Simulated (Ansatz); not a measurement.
## Electronic structure of AlCuH$_{4}$OS in real space

```yaml
atoms:
  - { symbol: Al, position_ang: [-0.5725, -1.3728, 1.1635] }
  - { symbol: Cu, position_ang: [1.1063, 0.0976, -0.3417] }
  - { symbol: O, position_ang: [0.0743, 0.2571, 1.4301] }
  - { symbol: S, position_ang: [0.2823, -1.9740, -0.6776] }
  - { symbol: H, position_ang: [1.9846, 1.3976, -0.7066] }
  - { symbol: H, position_ang: [-1.5517, -1.9525, 2.2630] }
  - { symbol: H, position_ang: [2.0963, 0.8321, -1.3341] }
  - { symbol: H, position_ang: [-0.0354, 0.9117, 2.1272] }
```

Geometry: r2SCAN-D4/def2-SVP.

Level of theory: Ansatz 0.2.0, isolated molecule in a Gaussian basis; Kohn-Sham density functional theory, functional PBE0.

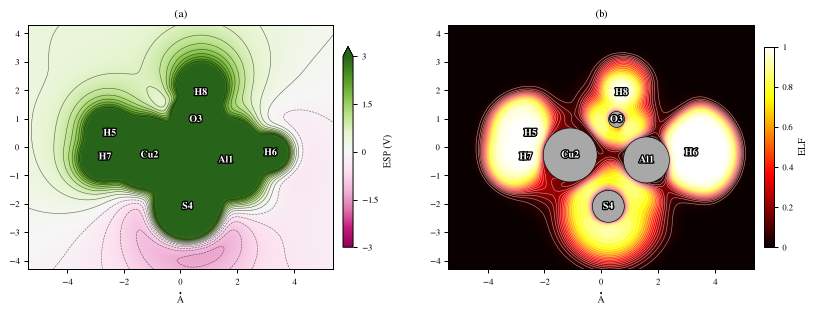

Figure 1. (a) molecular electrostatic potential; (b) electron localisation function on the molecular plane. Grey discs cover the atomic cores in the ELF map.

Question: Describe what can be read from this map.

Answer:
- The plane passes through Al, Cu, O, S and H nuclei.
- Al–O (1.77 Å): the ELF peaks at about 0.85 in the valence shell of O, 0.6 Å from its nucleus, and is about 0.50 at the midpoint.
- Cu–O (2.06 Å): the ELF peaks at about 0.85 in the valence shell of O, 0.6 Å from its nucleus, and is about 0.10 at the midpoint.
- Al–S (2.12 Å): the ELF peaks at about 0.85 in the valence shell of S, 1.0 Å from its nucleus, and is about 0.85 at the midpoint.
- Cu–S (2.25 Å): the ELF peaks at about 0.85 in the valence shell of S, 0.9 Å from its nucleus, and is about 0.45 at the midpoint.
- O–H (0.96 Å): the ELF climbs to about 1 towards the hydrogen, as it does in any bond to H (an ordinary covalent bond to hydrogen).
- Outside the dense part of the molecule the potential is most negative (−1.4 V) near S4.

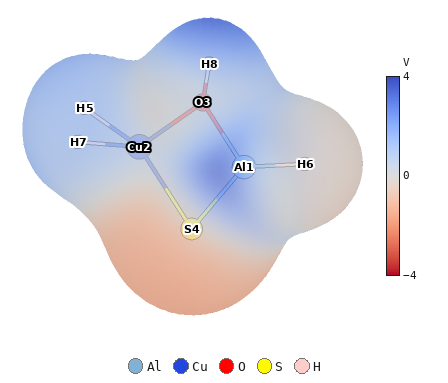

Figure 2. The electrostatic potential painted on the density surface at 0.002 e/bohr³, seen at a tilt; red is negative and blue positive.

Question: Describe the electrostatic potential map.

Answer: The most negative region (about −1.4 V) lies over S4, the most positive (about +2.9 V) over H8.

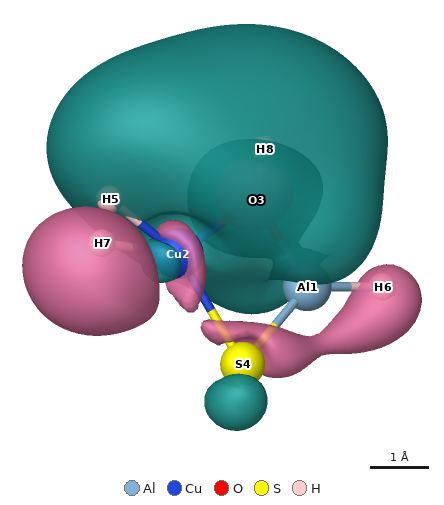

Figure 3. One frontier orbital at ±0.06 Å⁻³ᐟ² (teal and pink are the two phases), seen at a tilt.

Question: Which orbital is it: HOMO or LUMO?

Answer: The LUMO, at −0.87 eV. Its weight (Hirshfeld) is mainly on Cu2 (about 35 %), H8 (about 20 %), Al1 (about 15 %), H5 (about 10 %), H7 (about 10 %) and O3 (about 10 %); it is symmetric in the molecular plane (an in-plane orbital: σ, lone-pair or in-plane π type).
